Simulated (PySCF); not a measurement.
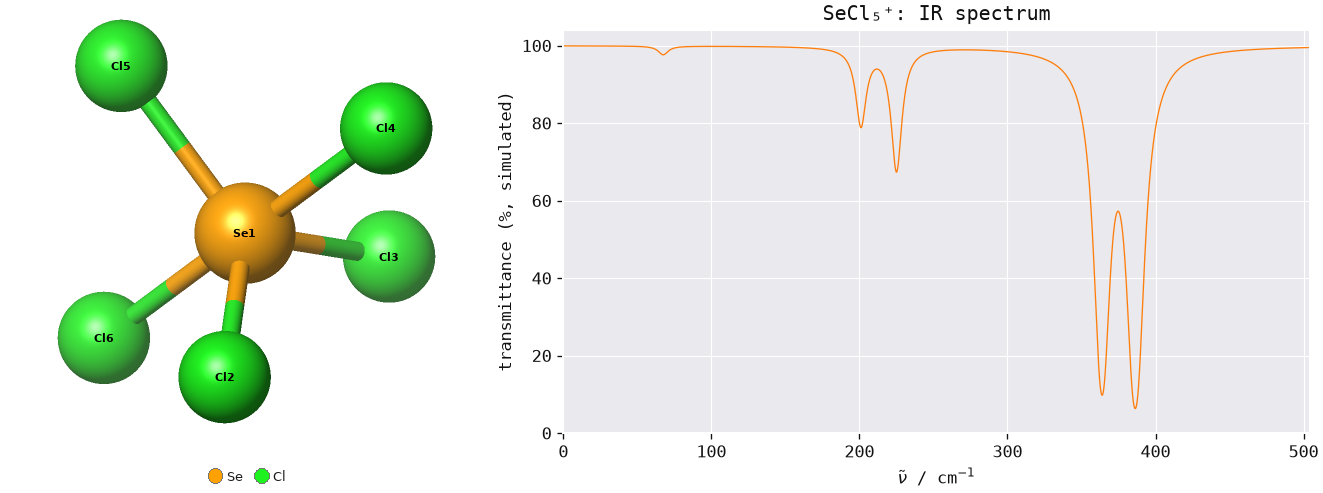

Infrared spectrum of SeCl₅⁺, singlet (point group D3h). Unscaled harmonic wavenumbers and double-harmonic intensities, B3LYP/def2-SVP in PySCF 2.14.0, isolated molecule. The structure is the lowest point that the starts tried gave, with the shape that electron-pair counting expects. Degenerate modes count as one line, with their intensities summed. Lorentzian lines of 8 cm⁻¹ full width. Close modes add up in the curve.

Q: Which modes are missing from the spectrum (below 0.05 km/mol)?

A: 209.0 cm⁻¹ (e''), 293.8 cm⁻¹ (a1') and 333.4 cm⁻¹ (a1').

Q: Which lines are the most intense?

A: 386.3 cm⁻¹ (96.6 km/mol, e'), 363.9 cm⁻¹ (80.5 km/mol, a2'') and 225.1 cm⁻¹ (13.8 km/mol, a2'').

Q: List the modes.

A:
```tsv
cm⁻¹	km/mol	symmetry
67.5	0.8	e' (×2)
201.0	8.1	e' (×2)
209.0	0.0	e'' (×2)
225.1	13.8	a2''
293.8	0.0	a1'
333.4	0.0	a1'
363.9	80.5	a2''
386.3	96.6	e' (×2)
```

Known limits of this run: no scalar relativity; double-zeta basis on some or all atoms.
